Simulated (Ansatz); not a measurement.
## C3H6AlBO: single-point calculation

System: C3H6AlBO.
Method: RKS PBE0-D4/def2-TZVPP (Ansatz 0.2.0).

The geometry comes from this level: PBE0-D4/def2-TZVP.

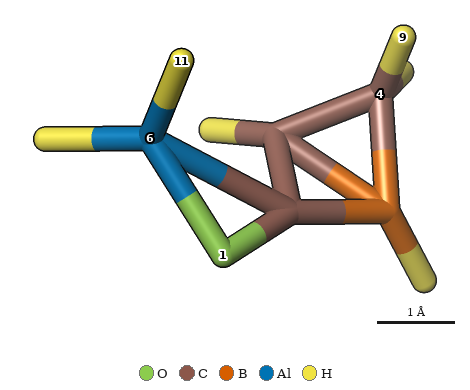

The input geometry (stick view, seen at a tilt; atoms are numbered from 1 in the order of the input). Sticks mark near contacts.

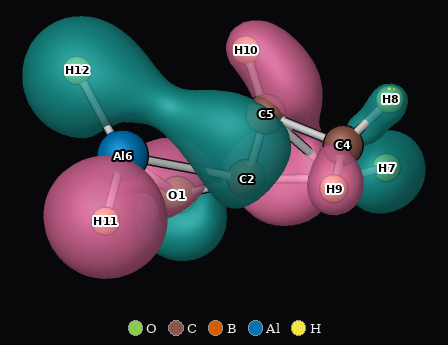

One frontier orbital at ±0.1 Å⁻³ᐟ² (teal and pink are the two phases), seen from the side. The HOMO−1, at −8.55 eV. Its weight (Hirshfeld) is mainly on Al6 (15 %), O1 (15 %), C5 (15 %), H11 (15 %) and H12 (10 %).

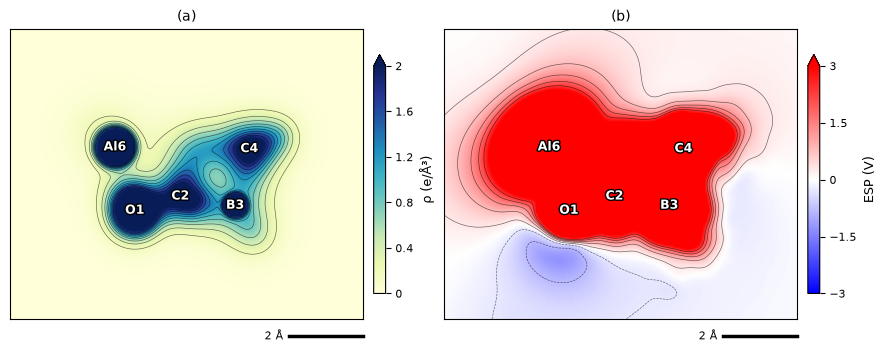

(a) electron density; (b) electrostatic potential on the plane of atoms O1, C2 and B3. C–O (1.30 Å): ρ is about 2.7 e/Å³ halfway. C–B (1.50 Å): ρ at the midpoint is about 1.5 e/Å³. Al–O (1.80 Å): ρ at the midpoint is about 0.74 e/Å³.

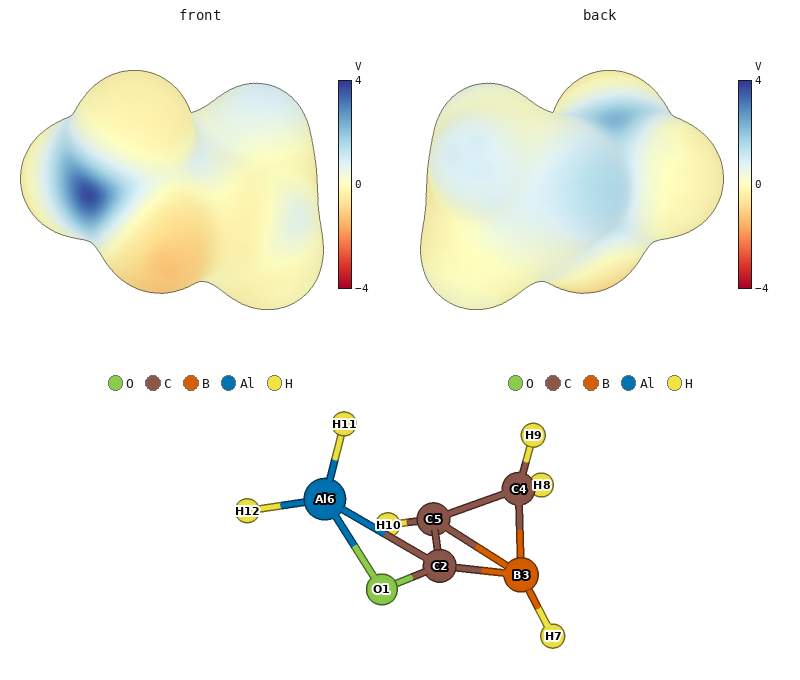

The molecular electrostatic potential painted on the density surface at 0.002 e/bohr³, seen at a tilt and from behind; red is negative and blue positive. The bare structure is drawn below in the same view.

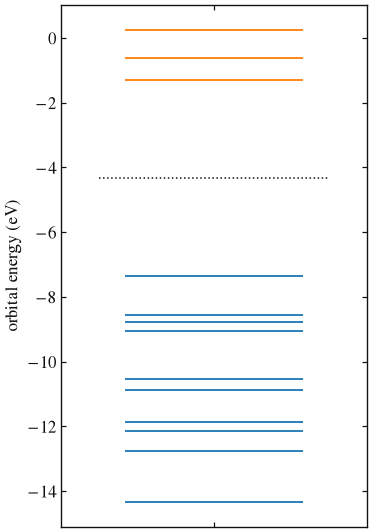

Orbital energies near the frontier; the dotted line parts filled from empty levels, and levels within 0.02 eV of each other stand side by side. Highest filled −7.34 eV, lowest empty −1.29 eV, 6.05 eV apart.

The input and output of the run follow.

**The input**
```yaml
crystal:
  periodic: [false, false, false]
  atoms:
    - {symbol: O, position_ang: [-0.568798, 0.840383, 1.726123]}
    - {symbol: C, position_ang: [-0.305791, -0.127857, 0.904781]}
    - {symbol: B, position_ang: [-0.302938, -1.567958, 0.492532]}
    - {symbol: C, position_ang: [0.539532, -1.323273, -0.830419]}
    - {symbol: C, position_ang: [-0.245349, -0.083721, -0.518518]}
    - {symbol: Al, position_ang: [0.194142, 2.018712, 0.592459]}
    - {symbol: H, position_ang: [-1.141132, -2.383230, 0.716763]}
    - {symbol: H, position_ang: [0.243463, -1.870368, -1.723021]}
    - {symbol: H, position_ang: [1.616465, -1.215384, -0.751453]}
    - {symbol: H, position_ang: [-0.916479, 0.446008, -1.195761]}
    - {symbol: H, position_ang: [1.744252, 2.211542, 0.786292]}
    - {symbol: H, position_ang: [-0.780166, 2.999946, -0.165978]}
basis:
  gaussian: {orbitals: def2-TZVPP}
hamiltonian: {xc: pbe0, dispersion: d4}
output: {orbitals: {seedname: orbitals}}
```

Launched with:
```bash
ansatz run in.yaml --threads 4 --pin off --events-out ev --progress --plain --max-ram 10444MiB
```

**Output**
```
Functional definition: PBE0
  name "PBE0"
  cite "Adamo & Barone, J. Chem. Phys. 110, 6158 (1999) doi:10.1063/1.478522"
  cite "Perdew, Burke & Ernzerhof, Phys. Rev. Lett. 77, 3865 (1996) doi:10.1103/PhysRevLett.77.3865"
  parent pbe
  parameter a = 0.25
  parameter kappa = 0.804
  parameter beta = 0.06672455060314922
  exchange = (1 - a)*pbe_x(kappa = kappa, mu = beta*pi^2/3) + a*exact_x
  correlation = pbe_c(beta = beta)
1514 factors; their error is unknown
mean field evaluation 1: about -12512.1544 eV, gradient 6.1e1 eV
mean field evaluation 2: about -12507.3173 eV, gradient 7.6e1 eV
mean field evaluation 4: about -12520.2587 eV, gradient 5.9e0 eV
mean field evaluation 8: about -12520.3361 eV, gradient 5.2e-1 eV
mean field evaluation 16: about -12520.3364 eV, gradient 2.5e-5 eV
mean field -12520.33644542 eV, -460.1138777802 hartree, gradient 2.5e-5 eV, S^2 0.000000; 0 other end points of the search recorded, 0 dependent functions left out
reference -12520.33648463 eV, -460.1138792214 hartree; 25, 25 occupied and 256, 256 virtual orbitals, 1514 factors
Total energy: -12520.56704980 eV, -460.1223523348 hartree
```

**Summary**

```csv
quantity,value
outcome,converged
total energy,−12520.5670 eV
mean-field energy,−12520.3365 eV
dispersion energy,−0.2306 eV
SCF solution under orbital rotations,stable
HOMO,−7.34 eV
LUMO,−1.29 eV
hardware,"4 threads of Arm Neoverse V2, 23 GiB of memory available, shared host"
wall time,3.5 s (CPU time 13 s)
peak memory,0.75 GiB
```
